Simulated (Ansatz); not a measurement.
## C2H5B2NO: molecular dynamics (part 2 of 2)

C2H5B2NO, SMILES C#CBB(N)O; RKS r2SCAN/def2-SVP (Ansatz 0.2.0). It belongs to a series of runs on one base structure; here: dynamics from the last frame of an earlier run.

Geometry of the input (Å):
```
C  2.7742  0.0043  -0.1507
C  1.7204  -0.6218  -0.2725
B  0.3329  -1.1874  -0.2893
B  -1.0163  -0.1475  0.0448
N  -0.9188  1.2281  0.3850
O  -2.2254  -0.7867  -0.0928
H  3.6209  0.6763  -0.0740
H  0.1368  -2.3438  -0.5777
H  -1.6962  1.8977  0.4053
H  -0.0248  1.6620  0.4516
H  -2.9692  -0.1592  0.0155
```

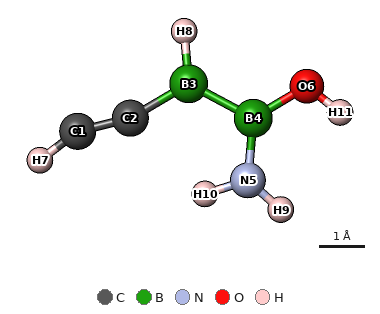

**Figure 1.** The geometry at step 135 of the log (ball-and-stick view, seen on its broad side; atoms are numbered from 1 in the order of the input).

Log, continued
```
md step   110: t =    55.00 fs  T =   206.3 K  F+E_penalty+E_count = -7035.45178931 eV  E_kin = 0.239995 eV  conserved = -7035.24125984 eV  (22 SCF iters)
md step   111: t =    55.50 fs  T =   203.1 K  F+E_penalty+E_count = -7035.44778095 eV  E_kin = 0.236320 eV  conserved = -7035.24134584 eV  (22 SCF iters)
md step   112: t =    56.00 fs  T =   201.5 K  F+E_penalty+E_count = -7035.44556426 eV  E_kin = 0.234428 eV  conserved = -7035.24144098 eV  (22 SCF iters)
md step   113: t =    56.50 fs  T =   200.2 K  F+E_penalty+E_count = -7035.44367903 eV  E_kin = 0.232904 eV  conserved = -7035.24150175 eV  (22 SCF iters)
md step   114: t =    57.00 fs  T =   198.4 K  F+E_penalty+E_count = -7035.44118491 eV  E_kin = 0.230829 eV  conserved = -7035.24150527 eV  (22 SCF iters)
md step   115: t =    57.50 fs  T =   196.1 K  F+E_penalty+E_count = -7035.43800386 eV  E_kin = 0.228112 eV  conserved = -7035.24146444 eV  (22 SCF iters)
md step   116: t =    58.00 fs  T =   193.7 K  F+E_penalty+E_count = -7035.43473040 eV  E_kin = 0.225308 eV  conserved = -7035.24141730 eV  (22 SCF iters)
md step   117: t =    58.50 fs  T =   191.8 K  F+E_penalty+E_count = -7035.43205825 eV  E_kin = 0.223075 eV  conserved = -7035.24140171 eV  (22 SCF iters)
md step   118: t =    59.00 fs  T =   190.5 K  F+E_penalty+E_count = -7035.43020408 eV  E_kin = 0.221614 eV  conserved = -7035.24143254 eV  (22 SCF iters)
md step   119: t =    59.50 fs  T =   189.5 K  F+E_penalty+E_count = -7035.42867265 eV  E_kin = 0.220446 eV  conserved = -7035.24149622 eV  (23 SCF iters)
md step   120: t =    60.00 fs  T =   187.9 K  F+E_penalty+E_count = -7035.42645591 eV  E_kin = 0.218592 eV  conserved = -7035.24156182 eV  (22 SCF iters)
md step   121: t =    60.50 fs  T =   184.8 K  F+E_penalty+E_count = -7035.42249576 eV  E_kin = 0.215021 eV  conserved = -7035.24160151 eV  (22 SCF iters)
md step   122: t =    61.00 fs  T =   179.7 K  F+E_penalty+E_count = -7035.41611801 eV  E_kin = 0.209066 eV  conserved = -7035.24160264 eV  (22 SCF iters)
md step   123: t =    61.50 fs  T =   172.5 K  F+E_penalty+E_count = -7035.40724279 eV  E_kin = 0.200640 eV  conserved = -7035.24156829 eV  (22 SCF iters)
md step   124: t =    62.00 fs  T =   163.5 K  F+E_penalty+E_count = -7035.39635514 eV  E_kin = 0.190211 eV  conserved = -7035.24150985 eV  (22 SCF iters)
md step   125: t =    62.50 fs  T =   153.6 K  F+E_penalty+E_count = -7035.38433244 eV  E_kin = 0.178639 eV  conserved = -7035.24144173 eV  (22 SCF iters)
md step   126: t =    63.00 fs  T =   143.5 K  F+E_penalty+E_count = -7035.37220882 eV  E_kin = 0.166940 eV  conserved = -7035.24138105 eV  (22 SCF iters)
md step   127: t =    63.50 fs  T =   134.1 K  F+E_penalty+E_count = -7035.36090436 eV  E_kin = 0.156016 eV  conserved = -7035.24134479 eV  (22 SCF iters)
md step   128: t =    64.00 fs  T =   125.9 K  F+E_penalty+E_count = -7035.35096516 eV  E_kin = 0.146407 eV  conserved = -7035.24134296 eV  (22 SCF iters)
md step   129: t =    64.50 fs  T =   118.8 K  F+E_penalty+E_count = -7035.34242160 eV  E_kin = 0.138150 eV  conserved = -7035.24136955 eV  (22 SCF iters)
md step   130: t =    65.00 fs  T =   112.5 K  F+E_penalty+E_count = -7035.33489164 eV  E_kin = 0.130889 eV  conserved = -7035.24140078 eV  (23 SCF iters)
md step   131: t =    65.50 fs  T =   106.8 K  F+E_penalty+E_count = -7035.32794449 eV  E_kin = 0.124226 eV  conserved = -7035.24140632 eV  (22 SCF iters)
md step   132: t =    66.00 fs  T =   101.6 K  F+E_penalty+E_count = -7035.32155235 eV  E_kin = 0.118152 eV  conserved = -7035.24136800 eV  (22 SCF iters)
md step   133: t =    66.50 fs  T =    97.4 K  F+E_penalty+E_count = -7035.31635079 eV  E_kin = 0.113296 eV  conserved = -7035.24129371 eV  (22 SCF iters)
md step   134: t =    67.00 fs  T =    95.2 K  F+E_penalty+E_count = -7035.31350310 eV  E_kin = 0.110792 eV  conserved = -7035.24121686 eV  (22 SCF iters)
md step   135: t =    67.50 fs  T =    96.1 K  F+E_penalty+E_count = -7035.31418243 eV  E_kin = 0.111778 eV  conserved = -7035.24118040 eV  (22 SCF iters)
md step   136: t =    68.00 fs  T =   100.4 K  F+E_penalty+E_count = -7035.31892579 eV  E_kin = 0.116773 eV  conserved = -7035.24121035 eV  (23 SCF iters)
md step   137: t =    68.50 fs  T =   107.7 K  F+E_penalty+E_count = -7035.32724695 eV  E_kin = 0.125309 eV  conserved = -7035.24129802 eV  (23 SCF iters)
md step   138: t =    69.00 fs  T =   117.0 K  F+E_penalty+E_count = -7035.33777164 eV  E_kin = 0.136059 eV  conserved = -7035.24140473 eV  (23 SCF iters)
md step   139: t =    69.50 fs  T =   126.7 K  F+E_penalty+E_count = -7035.34882193 eV  E_kin = 0.147392 eV  conserved = -7035.24148687 eV  (23 SCF iters)
md step   140: t =    70.00 fs  T =   135.8 K  F+E_penalty+E_count = -7035.35907988 eV  E_kin = 0.158013 eV  conserved = -7035.24152161 eV  (22 SCF iters)
md step   141: t =    70.50 fs  T =   143.8 K  F+E_penalty+E_count = -7035.36795617 eV  E_kin = 0.167328 eV  conserved = -7035.24151251 eV  (22 SCF iters)
md step   142: t =    71.00 fs  T =   150.8 K  F+E_penalty+E_count = -7035.37554933 eV  E_kin = 0.175410 eV  conserved = -7035.24148124 eV  (22 SCF iters)
md step   143: t =    71.50 fs  T =   157.0 K  F+E_penalty+E_count = -7035.38232211 eV  E_kin = 0.182695 eV  conserved = -7035.24145255 eV  (22 SCF iters)
md step   144: t =    72.00 fs  T =   163.0 K  F+E_penalty+E_count = -7035.38871201 eV  E_kin = 0.189601 eV  conserved = -7035.24144494 eV  (22 SCF iters)
md step   145: t =    72.50 fs  T =   168.7 K  F+E_penalty+E_count = -7035.39483350 eV  E_kin = 0.196233 eV  conserved = -7035.24146641 eV  (22 SCF iters)
md step   146: t =    73.00 fs  T =   173.9 K  F+E_penalty+E_count = -7035.40034975 eV  E_kin = 0.202258 eV  conserved = -7035.24151248 eV  (22 SCF iters)
md step   147: t =    73.50 fs  T =   177.9 K  F+E_penalty+E_count = -7035.40454319 eV  E_kin = 0.206973 eV  conserved = -7035.24156717 eV  (22 SCF iters)
md step   148: t =    74.00 fs  T =   180.1 K  F+E_penalty+E_count = -7035.40656816 eV  E_kin = 0.209548 eV  conserved = -7035.24160779 eV  (22 SCF iters)
md step   149: t =    74.50 fs  T =   180.0 K  F+E_penalty+E_count = -7035.40581154 eV  E_kin = 0.209387 eV  conserved = -7035.24161173 eV  (22 SCF iters)
these checks for a lower state are left out or cut short: stability, starts, cluster_reference, orbital_swaps, neighbouring_geometries, increment
1229 factors; their error is unknown
mean field -7035.40224617 eV, -258.5462637799 hartree, gradient 3.1e-6 eV, S^2 0.000000; 0 other end points of the search recorded, 0 dependent functions left out
the calculation of the forces begins
reference -7035.40225668 eV, -258.5462641661 hartree; 21, 21 occupied and 88, 88 virtual orbitals, 1229 factors
md step   150: t =    75.00 fs  T =   177.5 K  F+E_penalty+E_count = -7035.40224617 eV  E_kin = 0.206469 eV  conserved = -7035.24156419 eV  (22 SCF iters)
```

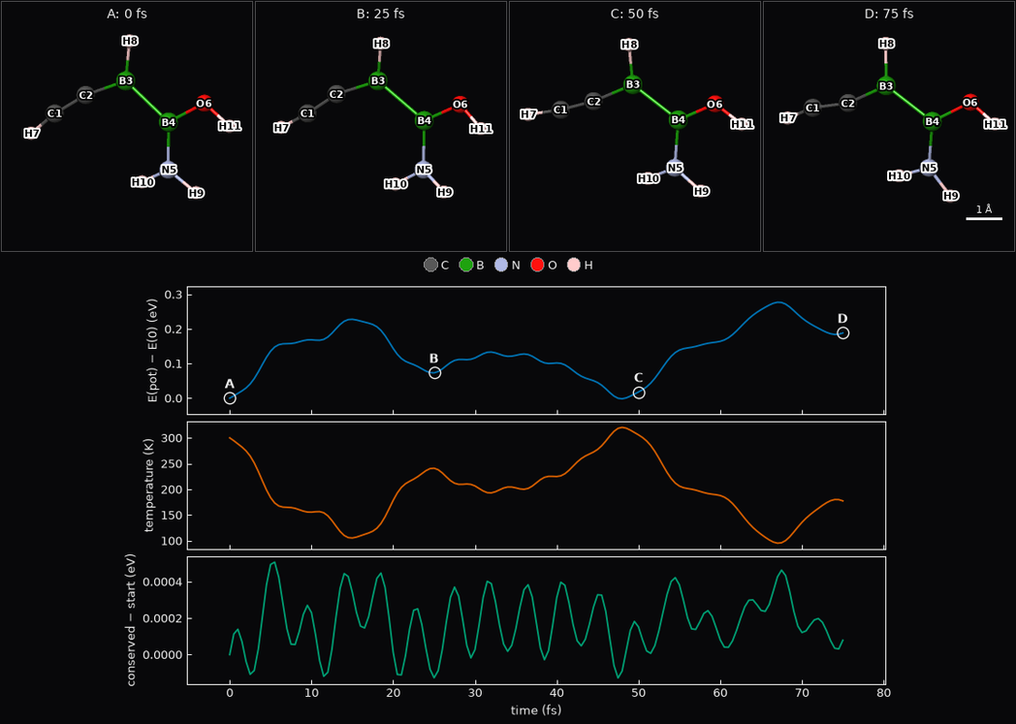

**Figure 2.** Frames of the molecular dynamics (ball-and-stick, seen at a tilt) above the curves, on which the letters mark them. The trajectory kept here has 151 frames over 75 fs. The temperature starts at 300 K, ranges from 95 to 320 K and averages 206 K over the second half. The potential energy ends 0.188 eV above its first value. The conserved quantity stays within 0.00064 eV. After an unweighted best fit of the last frame on the first, the root-mean-square displacement is 0.22 Å.

```
Total energy: -7035.40225668 eV, -258.5462641661 hartree
Atom 0 at     2.913103    -0.126075    -0.223970 Å, force     0.025741     0.887538    -0.409948 eV/Å
Atom 1 at     1.711334    -0.395803    -0.207956 Å, force     0.287132    -0.733793     0.309635 eV/Å
Atom 2 at     0.353922    -1.080136    -0.205879 Å, force    -0.398578     0.253117    -0.297380 eV/Å
Atom 3 at    -1.135453    -0.228987     0.120743 Å, force     1.446387     0.990275    -0.445099 eV/Å
Atom 4 at    -0.885108     1.165011     0.375913 Å, force    -0.012616    -0.375334     0.149487 eV/Å
Atom 5 at    -2.332203    -0.797781    -0.165550 Å, force    -0.003481    -0.622558     0.220425 eV/Å
Atom 6 at     3.878837     0.360281    -0.347400 Å, force    -0.240664    -0.371123     0.271978 eV/Å
Atom 7 at     0.401337    -2.188232    -0.689876 Å, force    -0.097644    -0.157677     0.167049 eV/Å
Atom 8 at    -1.470726     1.984998     0.470079 Å, force    -0.582208    -0.168270    -0.033777 eV/Å
Atom 9 at     0.080855     1.456522     0.474492 Å, force     0.132833    -0.199084     0.025420 eV/Å
Atom 10 at    -3.091527    -0.244499    -0.009495 Å, force    -0.556902     0.496907     0.042210 eV/Å
Dipole moment:    -0.110670     0.658457     0.160839 e Å
Checks for a lower state left out: stability, starts, cluster_reference, orbital_swaps, neighbouring_geometries, increment
```

Trajectory as extended XYZ (Å, eV, eV/Å), 9 of the 151 frames kept, from step=0 to step=150
```
11
Properties=species:S:1:pos:R:3:forces:R:3 step=0 time_fs=0.0 energy=-7035.59065 temperature=300.0
C     2.7742    0.0043   -0.1506   -0.0913   0.2246  -0.1870
C     1.7204   -0.6218   -0.2725    0.5080   0.4415   0.2705
B     0.3329   -1.1874   -0.2893   -0.2543   0.1219   0.0478
B    -1.0163   -0.1475    0.0448    0.0425  -0.1940  -0.0328
N    -0.9188    1.2281    0.3850   -0.8753  -0.3558  -0.2606
O    -2.2254   -0.7867   -0.0928   -0.6934   0.6451   0.0046
H     3.6209    0.6763   -0.0740   -0.0842  -0.3716   0.0208
H     0.1368   -2.3438   -0.5777    0.0316  -0.0445   0.0162
H    -1.6962    1.8977    0.4053    0.3568  -0.4012   0.0980
H    -0.0248    1.6620    0.4516    0.7657   0.4026   0.0310
H    -2.9692   -0.1592    0.0155    0.2940  -0.4686  -0.0086
11
Properties=species:S:1:pos:R:3:forces:R:3 step=19 time_fs=9.5 energy=-7035.42224 temperature=155.8
C     2.7934    0.0014   -0.1871    0.0291   0.2836   0.5666
C     1.7710   -0.6747   -0.2573   -0.4735   0.7149  -0.1226
B     0.3412   -1.1518   -0.2830    0.1627  -0.6483   0.0502
B    -1.0300   -0.1582    0.0258    0.8646   0.8812  -0.0511
N    -0.9469    1.2198    0.3648   -1.0353  -0.3872   0.1290
O    -2.2322   -0.7560   -0.1001   -1.5252  -0.2274   0.3002
H     3.4607    0.8002    0.0993    0.3653  -0.2601  -0.3484
H     0.1444   -2.3318   -0.4456   -0.0744  -0.1187  -0.1111
H    -1.7616    1.7829    0.6364    0.4214  -0.2306  -0.1793
H    -0.0834    1.6843    0.5238    0.8614   0.4046   0.1055
H    -2.9677   -0.1786    0.1941    0.4038  -0.4120  -0.3390
11
Properties=species:S:1:pos:R:3:forces:R:3 step=38 time_fs=19.0 energy=-7035.40990 temperature=146.5
C     2.8089    0.0132   -0.1889    0.3060   0.3039   0.4685
C     1.7963   -0.6764   -0.2485   -0.7125   0.4966  -0.1306
B     0.3571   -1.1656   -0.2741    0.1049  -0.3443  -0.0190
B    -0.9995   -0.1313   -0.0015   -1.8688  -1.1718  -0.3182
N    -0.9655    1.2123    0.3581   -0.5517   0.4503   0.5524
O    -2.2799   -0.7491   -0.1018    0.8700   0.2764   0.3844
H     3.6016    0.7228    0.0153    0.0375  -0.3583  -0.3011
H     0.1189   -2.3495   -0.3861    0.0910   0.0297  -0.0670
H    -1.7632    1.6698    0.8066    0.2309  -0.0350  -0.3444
H    -0.1086    1.6788    0.5453    0.8897   0.4819   0.1446
H    -3.0258   -0.2299    0.2599    0.6029  -0.1293  -0.3698
11
Properties=species:S:1:pos:R:3:forces:R:3 step=56 time_fs=28.0 energy=-7035.47886 temperature=209.6
C     2.8269    0.0294   -0.1661    0.1042  -0.4138  -0.5215
C     1.7873   -0.6362   -0.2458    0.0006   0.5404   0.2640
B     0.3746   -1.1989   -0.2666   -0.6658   0.5167  -0.0737
B    -1.0643   -0.1611   -0.0429    1.5885   1.1791   0.6668
N    -0.9597    1.2303    0.3772   -1.2050  -1.6992  -0.2938
O    -2.2791   -0.7488   -0.0958   -1.1437  -0.2179   0.0961
H     3.8307    0.4488   -0.2548   -0.5141  -0.1372   0.2656
H     0.1576   -2.3888   -0.3860    0.2405   0.0717  -0.0072
H    -1.7669    1.6684    0.8344    0.4780   0.0949  -0.2771
H    -0.0874    1.6773    0.5467    0.7550   0.3891   0.1654
H    -3.0030   -0.1619    0.2001    0.3617  -0.3239  -0.2845
11
Properties=species:S:1:pos:R:3:forces:R:3 step=75 time_fs=37.5 energy=-7035.47655 temperature=212.4
C     2.8442    0.0179   -0.1718    0.5253  -0.3992  -0.6439
C     1.7615   -0.5645   -0.2274   -0.8718  -0.2407   0.1960
B     0.3576   -1.1912   -0.2625    0.3410   1.0522   0.0749
B    -1.0537   -0.1434   -0.0439   -0.3709  -1.2151   0.4750
N    -0.9518    1.1913    0.3888   -0.2545   0.3752   0.0886
O    -2.2985   -0.7662   -0.0926    0.2105   0.5686  -0.2702
H     3.9057    0.1425   -0.3669   -0.2374   0.3267   0.3899
H     0.3415   -2.3952   -0.4014   -0.2165   0.0729  -0.0275
H    -1.6843    1.8070    0.7468   -0.0578  -0.4248  -0.2605
H    -0.0625    1.6234    0.5231    0.8485   0.2162  -0.0346
H    -3.0018   -0.1075    0.0431    0.0835  -0.3322   0.0123
11
Properties=species:S:1:pos:R:3:forces:R:3 step=94 time_fs=47.0 energy=-7035.58458 temperature=312.6
C     2.8581   -0.0354   -0.2171    0.1448  -0.3308   0.1927
C     1.7114   -0.4899   -0.1959    0.8871   0.2054  -0.2343
B     0.3534   -1.1164   -0.2534   -0.1284  -0.1502   0.1484
B    -1.0546   -0.1878   -0.0044   -0.9000   0.1536   0.3513
N    -0.9128    1.1632    0.4001   -0.4861  -0.7030  -0.3816
O    -2.3078   -0.7715   -0.1051    0.4352  -0.2460  -0.3516
H     3.9383    0.1042   -0.2115   -0.4917   0.2183  -0.0526
H     0.3852   -2.3114   -0.4347   -0.1791  -0.0618  -0.0429
H    -1.6908    1.8026    0.5358    0.2743   0.1097   0.0863
H     0.0146    1.5367    0.4199    0.4478   0.6272   0.1156
H    -3.0569   -0.1677   -0.0802   -0.0041   0.1776   0.1686
11
Properties=species:S:1:pos:R:3:forces:R:3 step=112 time_fs=56.0 energy=-7035.44556 temperature=201.5
C     2.8742   -0.1057   -0.2509    1.0834   0.7006   0.7010
C     1.6954   -0.4149   -0.1793   -0.2270  -0.6054  -0.4275
B     0.3429   -1.0524   -0.2342   -0.3672  -0.9730   0.0833
B    -1.0978   -0.2278    0.0575    1.3900   1.0681  -0.0022
N    -0.8672    1.1295    0.3951   -1.6321   0.7636  -0.0992
O    -2.3085   -0.7837   -0.1343   -0.7060  -0.6027  -0.1229
H     3.8770    0.2759   -0.0888   -0.2437  -0.1106  -0.3638
H     0.3052   -2.2372   -0.5017    0.1956   0.0257  -0.0723
H    -1.5988    1.8451    0.3947   -0.1037  -0.2651   0.1893
H     0.0104    1.6081    0.3713    0.8568  -0.2390  -0.0007
H    -3.0518   -0.1794   -0.0792   -0.2462   0.2378   0.1149
11
Properties=species:S:1:pos:R:3:forces:R:3 step=131 time_fs=65.5 energy=-7035.32794 temperature=106.8
C     2.9116   -0.1467   -0.2449   -0.3877   1.0655   0.2167
C     1.6945   -0.3706   -0.1897    0.2640  -1.0395  -0.1083
B     0.3178   -1.0488   -0.2094    1.0809  -0.4793  -0.3177
B    -1.0847   -0.2143    0.1176   -1.4007  -0.7360  -0.8312
N    -0.8631    1.1385    0.3832   -0.7820   0.0422   0.0997
O    -2.3383   -0.8079   -0.1664    1.5194   0.4800   0.6434
H     3.8263    0.4439   -0.1902   -0.1406  -0.4987  -0.0740
H     0.3370   -2.1865   -0.6271    0.0262  -0.0312   0.0906
H    -1.5797    1.8561    0.3884    0.2360   0.2749   0.1030
H     0.1054    1.4103    0.3538    0.1683   0.6337   0.1806
H    -3.0381   -0.1750   -0.0108   -0.5838   0.2884  -0.0027
11
Properties=species:S:1:pos:R:3:forces:R:3 step=150 time_fs=75.0 energy=-7035.40225 temperature=177.5
C     2.9131   -0.1261   -0.2240    0.0257   0.8875  -0.4099
C     1.7113   -0.3958   -0.2080    0.2871  -0.7338   0.3096
B     0.3539   -1.0801   -0.2059   -0.3986   0.2531  -0.2974
B    -1.1355   -0.2290    0.1207    1.4464   0.9903  -0.4451
N    -0.8851    1.1650    0.3759   -0.0126  -0.3753   0.1495
O    -2.3322   -0.7978   -0.1656   -0.0035  -0.6226   0.2204
H     3.8788    0.3603   -0.3474   -0.2407  -0.3711   0.2720
H     0.4013   -2.1882   -0.6899   -0.0976  -0.1577   0.1670
H    -1.4707    1.9850    0.4701   -0.5822  -0.1683  -0.0338
H     0.0809    1.4565    0.4745    0.1328  -0.1991   0.0254
H    -3.0915   -0.2445   -0.0095   -0.5569   0.4969   0.0422
```
